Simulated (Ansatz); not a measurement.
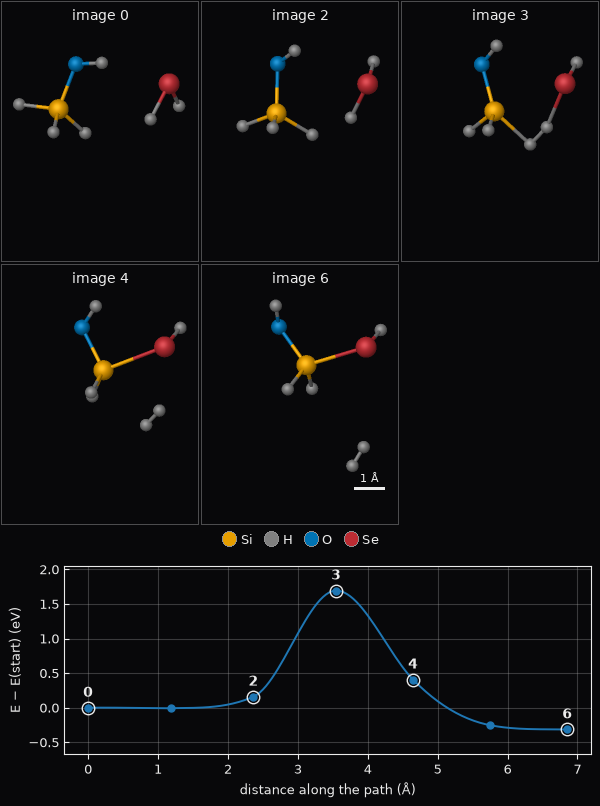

A nudged-elastic-band calculation for SiH$_{6}$SeO, made up at the start of SiH4O and H$_{2}$Se. Images are numbered from 0 (start) to 6 (end). A ball-and-stick model, seen at a tilt.

Method: RKS PBE0-D4/def2-SVP in Ansatz 0.2.0.

Input file:
```yaml
crystal:
  periodic: [false, false, false]
  atoms:
    - {symbol: Si, position_ang: [-1.087909, -0.999107, 0.275644]}
    - {symbol: H, position_ang: [-0.443696, -1.526611, -0.961754]}
    - {symbol: H, position_ang: [-2.406146, -1.649128, 0.461275]}
    - {symbol: H, position_ang: [-0.196510, -1.348129, 1.419229]}
    - {symbol: O, position_ang: [-1.366537, 0.616177, 0.183007]}
    - {symbol: H, position_ang: [2.330424, 0.786006, 0.479728]}
    - {symbol: Se, position_ang: [1.847128, 1.894702, -0.351989]}
    - {symbol: H, position_ang: [-0.583950, 1.167474, 0.051594]}
    - {symbol: H, position_ang: [1.907195, 1.058715, -1.556733]}
basis:
  gaussian: {orbitals: def2-SVP}
hamiltonian: {xc: pbe0, dispersion: d4}
neb:
  images: 5
  climbing: true
  max_iterations: 40
  initial_path: idpp
  final_atoms:
    - {symbol: Si, position_ang: [-0.608197, 0.201424, 0.254079]}
    - {symbol: H, position_ang: [1.378746, -2.892681, -0.271196]}
    - {symbol: H, position_ang: [-0.979192, -0.699085, -0.856490]}
    - {symbol: H, position_ang: [-0.412023, -0.542736, 1.523664]}
    - {symbol: O, position_ang: [-1.830976, 1.293505, 0.340126]}
    - {symbol: H, position_ang: [1.658362, -2.208033, -0.378952]}
    - {symbol: Se, position_ang: [1.429359, 1.158272, -0.091067]}
    - {symbol: H, position_ang: [-1.701688, 2.052659, 0.911605]}
    - {symbol: H, position_ang: [1.065609, 1.636776, -1.431768]}
```

Launched with:
```bash
ansatz run in.yaml --threads 4 --pin off --events-out ev --progress --plain --max-ram 9574MiB
```

> What happens along the path, and what is the barrier?

The highest point, image 3, lies 1.69 eV above the start and 2.01 eV above the end; the end is at −0.31 eV relative to the start. Breaking: H–Se (1.47 → 3.39 Å), H–Si (1.49 → 3.71 Å). Forming: H–H (3.89 → 0.75 Å), Se–Si (4.17 → 2.28 Å). The band converged in 21 iterations. The largest component of the band force went from 4.2 to 0.044 eV/Å. The climbing image converged on the top of the path. Its curvatures weren't checked. The largest force component is 0.49 eV/Å at the start and 0.46 eV/Å at the end; an end with forces this large is no minimum, and the barrier measured from it can be far off.

Limits of the set-up: the start holds two separate molecules, 2.6 Å apart at their closest, whose relative position is a soft coordinate.

The run took 2.5 min on 4 threads of Arm Neoverse V1, with other jobs on the host.
